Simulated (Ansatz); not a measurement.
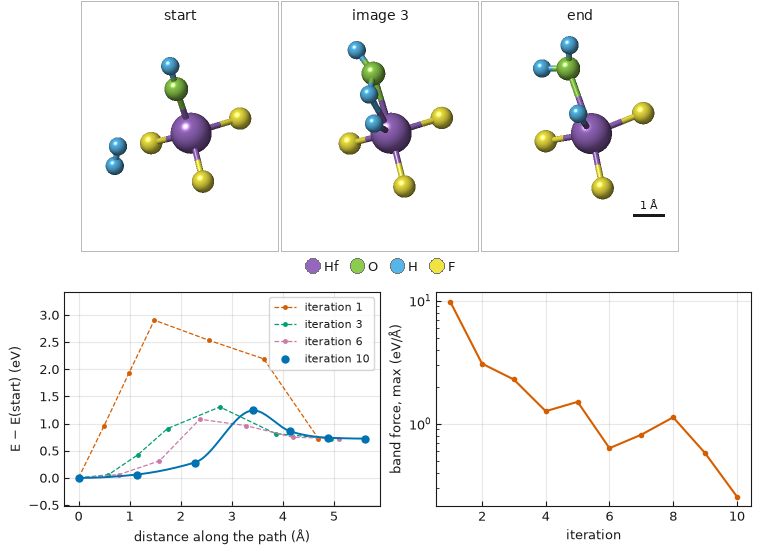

A search for the minimum-energy path of HfH$_{3}$OF$_{3}$, made up at the start of HfHOF3 and H2 by the nudged elastic band. Images are numbered from 0 (start) to 6 (end). The plot follows the band through its iterations. Style: ball-and-stick. Shown at a tilt.

These are results of Ansatz 0.2.0, RKS PBE0-D4/def2-SVP, not measurements. Settings: 5 movable images; climbing image; force threshold 0.5 eV/Å; iteration limit 60; starting path through a guess of the saddle point.

Question: Judge this run.

Answer: The run met only a loose threshold, so the barrier can't be trusted yet. The band converged in 10 iterations. The largest component of the band force went from 9.9 to 0.26 eV/Å. The climbing image converged on the top of the path. Its curvatures weren't checked. The force threshold is so loose that the height of the top is at best an upper bound. The first iteration put the highest image at 2.90 eV. The energy climbs by 1.24 eV to image 3 and then falls by 0.52 eV, so the end point sits at +0.72 eV.

Limits of the set-up: the start holds two separate molecules, 2.7 Å apart at their closest, whose relative position is a soft coordinate.
